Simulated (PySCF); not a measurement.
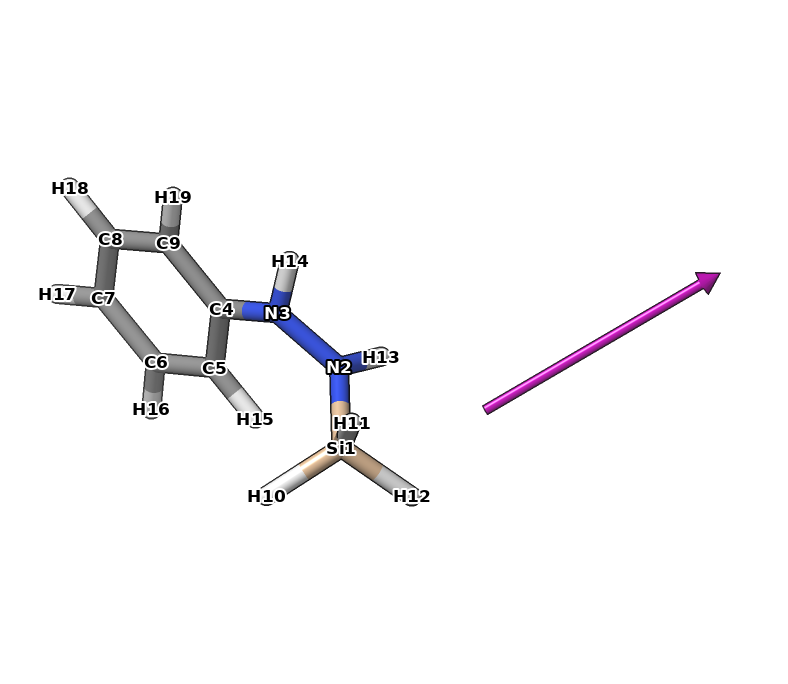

The arrow beside the molecule shows the direction of the dipole moment, from the negative to the positive end (its length means nothing). Computed geometry: PBE0-D3(BJ)/def2-SVP optimisation. No frequency run is at hand to confirm it as a minimum. Level of theory: PBE0/pcSseg-1 in dichloromethane (IEF-PCM) (PySCF 2.14.0).

Question: Estimate the dipole moment.

Answer: 2.07 D; it points from the side of H17 to the side of H13 (the outermost atoms at the two ends).
